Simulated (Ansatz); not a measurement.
## Mending a geometry relaxation on SnH$_{2}$BrCl$_{3}$O

System: SnH$_{2}$BrCl$_{3}$O.
Method of the first run: RKS BHLYP-D4/def2-SVP (Ansatz 0.2.0).

The run did not end well. The input holds or restrains some coordinates. Text and figures count atoms from 1; the logs count them from 0 in places.

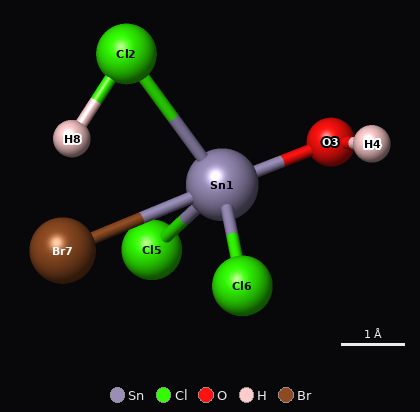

The input geometry (ball-and-stick view, seen at a tilt; atoms are numbered from 1 in the order of the input). Sticks mark near contacts. Bond lengths as drawn: Br–Sn 2.89 Å, Cl–H 1.62 Å, Cl–Sn 2.41 to 2.76 Å, H–O 1.01 Å and O–Sn 1.96 Å.

## Input, the first run
```yaml
crystal:
  periodic: [false, false, false]
  atoms:
    - { symbol: Sn, position_ang: [0.0, 0.0, 0.0] }
    - { symbol: Cl, position_ang: [0.0, 0.0, 2.76] }
    - { symbol: O, position_ang: [1.8483, 0.0, -0.6527] }
    - { symbol: H, position_ang: [2.1646, -0.9521, -0.7693] }
    - { symbol: Cl, position_ang: [-1.1351, 1.9666, -0.8025] }
    - { symbol: Cl, position_ang: [-1.1351, -1.9666, -0.8025] }
    - { symbol: Br, position_ang: [-2.7426, 0.0, 0.9113] }
    - { symbol: H, position_ang: [-1.5398, 0.0, 2.2648] }
basis:
  gaussian: { orbitals: def2-SVP }
hamiltonian:
  xc: { name: BHLYP }
  dispersion: d4
relax:
  f_tol: 0.15
  max_steps: 25
  restrain:
    - { distance: [0, 6], at: 2.59, k: 30.0 }
    - { distance: [7, 1], at: 1.37, k: 30.0 }
    - { distance: [0, 1], at: 3.61, k: 30.0 }
    - { distance: [7, 6], at: 2.75, k: 30.0 }
```

Command:
```bash
ansatz run input.yaml --threads 4 --pin off --max-ram 5120MiB --backend cpu --events-out ev --progress --plain --runs-dir out
```

Hardware: 4 threads of Arm Neoverse V1, 24 GiB of memory available, shared host.

## Output, shortened to warnings, some set-up lines, iterations and results (the first run)
```
Error: geometry relaxation did not converge after 25 steps: max|allowed force component| = 1.13e0 eV/Å without the restraints, 9.65e-1 eV/Å with the forces of `relax.restrain` added, the figure compared with `relax.f_tol` (threshold 1.5e-1). Raise `relax.max_steps` over both its present limit and 25, loosen `relax.f_tol`, or start from a geometry closer to equilibrium; or lower a very stiff …
[...]
mean field evaluation 1: about -115496.3561 eV, gradient 4.8e1 eV
mean field evaluation 2: about -115489.5722 eV, gradient 7.6e1 eV
mean field evaluation 4: about -115501.4649 eV, gradient 3.4e0 eV
mean field evaluation 8: about -115501.6011 eV, gradient 1.6e-1 eV
mean field evaluation 16: about -115501.6011 eV, gradient 3.6e-4 eV
[... 22 lines ...]
relax step  21: F+E_penalty+E_count = -115504.60130323 eV  Δ(F+E_penalty+E_count) = -2.844e-2 eV  max|allowed force component| = 1.173e0 eV/Å  E_restraint = 0.04112416 eV  …
relax step  22: F+E_penalty+E_count = -115504.65758992 eV  Δ(F+E_penalty+E_count) = -5.629e-2 eV  max|allowed force component| = 1.157e0 eV/Å  E_restraint = 0.04009613 eV  …
relax step  23: F+E_penalty+E_count = -115504.66080799 eV  Δ(F+E_penalty+E_count) = -3.218e-3 eV  max|allowed force component| = 1.149e0 eV/Å  E_restraint = 0.04006625 eV  …
relax step  24: F+E_penalty+E_count = -115504.62476799 eV  Δ(F+E_penalty+E_count) = +3.604e-2 eV  max|allowed force component| = 2.541e0 eV/Å  E_restraint = 0.03836504 eV  …
relax step  25: F+E_penalty+E_count = -115504.68495812 eV  Δ(F+E_penalty+E_count) = -2.415e-2 eV  max|allowed force component| = 1.134e0 eV/Å  E_restraint = 0.03940502 eV  …
  distance Sn 0 - Br 6 = 2.5610 Å
  distance H 7 - Cl 1 = 1.3282 Å
  distance Sn 0 - Cl 1 = 3.6150 Å
  distance H 7 - Br 6 = 2.7467 Å
[...]
```

What went wrong, and how is the input to be mended?

Answer. The run did not converge: “geometry relaxation did not converge after 25 steps: max|allowed force component| = 1.13e0 eV/Å without the restraints, 9.65e-1 eV/Å with the forces of `relax.restrain` added, the figure compared with `relax.f_tol` (threshold 1.5e-1). Raise `relax.max_steps` over both its present limit and 25, loosen `relax.f_tol`, or start from a geometry closer to equilibrium …” Its last values are not results.

A run of the same system that converges differs from this input as follows (lines with − go, lines with + come):
```diff
-    - { distance: [0, 6], at: 2.59, k: 30.0 }
-    - { distance: [7, 1], at: 1.37, k: 30.0 }
-    - { distance: [0, 1], at: 3.61, k: 30.0 }
-    - { distance: [7, 6], at: 2.75, k: 30.0 }
+    - { distance: [0, 6], at: 3.79, k: 30.0 }
+    - { distance: [7, 1], at: 2.57, k: 30.0 }
+    - { distance: [0, 1], at: 2.41, k: 30.0 }
+    - { distance: [7, 6], at: 1.55, k: 30.0 }
+output:
+  orbitals: {}
```

## Output, shortened to warnings, some set-up lines, iterations and results (the second run)
```
[...]
mean field evaluation 1: about -115496.3561 eV, gradient 4.8e1 eV
mean field evaluation 2: about -115489.5722 eV, gradient 7.6e1 eV
mean field evaluation 4: about -115501.4649 eV, gradient 3.4e0 eV
mean field evaluation 8: about -115501.6011 eV, gradient 1.6e-1 eV
mean field evaluation 16: about -115501.6011 eV, gradient 3.6e-4 eV
relax step   1: F+E_penalty+E_count = -115502.15352795 eV  Δ(F+E_penalty+E_count) = +0.000e0 eV  max|allowed force component| = 2.438e0 eV/Å  E_restraint = 28.61576808 eV  …
relax step   2: F+E_penalty+E_count = -115502.51221794 eV  Δ(F+E_penalty+E_count) = -3.587e-1 eV  max|allowed force component| = 4.639e0 eV/Å  E_restraint = 12.85549505 eV  …
mean field evaluation 32: about -115502.5480 eV, gradient 4.6e-3 eV
relax step   3: F+E_penalty+E_count = -115503.07983428 eV  Δ(F+E_penalty+E_count) = -5.676e-1 eV  max|allowed force component| = 5.544e0 eV/Å  E_restraint = 4.08279563 eV  …
relax step   4: F+E_penalty+E_count = -115503.79203224 eV  Δ(F+E_penalty+E_count) = -7.122e-1 eV  max|allowed force component| = 4.007e0 eV/Å  E_restraint = 0.53718730 eV  …
relax step   5: F+E_penalty+E_count = -115504.38191705 eV  Δ(F+E_penalty+E_count) = -5.899e-1 eV  max|allowed force component| = 1.351e0 eV/Å  E_restraint = 0.06006507 eV  …
relax step   6: F+E_penalty+E_count = -115504.44747011 eV  Δ(F+E_penalty+E_count) = -6.555e-2 eV  max|allowed force component| = 1.255e0 eV/Å  E_restraint = 0.05804645 eV  …
relax step   7: F+E_penalty+E_count = -115504.44969782 eV  Δ(F+E_penalty+E_count) = -2.228e-3 eV  max|allowed force component| = 1.230e0 eV/Å  E_restraint = 0.05558766 eV  …
mean field evaluation 64: about -115503.8328 eV, gradient 4.0e-1 eV
mean field -115503.93004257 eV, -4244.6911376886 hartree, gradient 1.1e-5 eV, S^2 0.000000; 1 other end points of the search recorded, 0 dependent functions left out
the calculation of the forces begins
reference -115503.93023949 eV, -4244.6911449255 hartree; 59, 59 occupied and 77, 77 virtual orbitals, 1460 factors
Total energy: -115504.44989475 eV, -4244.7102419039 hartree
Atom 0 at     0.150465    -0.025743    -0.098053 Å, force     0.154076    -0.044026     0.710085 eV/Å
Atom 1 at     0.287361    -0.060318     2.284739 Å, force    -0.021268     0.016503    -0.698311 eV/Å
Atom 2 at     1.967962    -0.039349    -0.792359 Å, force    -0.080757     0.069989     0.001245 eV/Å
Atom 3 at     2.431484    -0.872657    -0.705740 Å, force    -0.031552    -0.002112     0.008718 eV/Å
Atom 4 at    -0.836724     1.937158    -0.784747 Å, force     0.072057    -0.071756    -0.035467 eV/Å
Atom 5 at    -0.915664    -1.960506    -0.781275 Å, force     0.001525     0.031674    -0.034655 eV/Å
Atom 6 at    -3.346438     0.041529     1.371275 Å, force     1.121192    -0.014081     1.229930 eV/Å
Atom 7 at    -2.278146     0.027787     2.415260 Å, force    -1.215273     0.013809    -1.181546 eV/Å
Dipole moment:     0.255652    -0.242432     0.033283 e Å
```

## The two runs side by side

```csv
quantity,the first run,the second run
outcome,not converged,converged
total energy (hartree),–,−4244.710242
largest force (eV/Å),–,1.695
basis functions,–,136
wall time (shared host),96 s,31 s
```
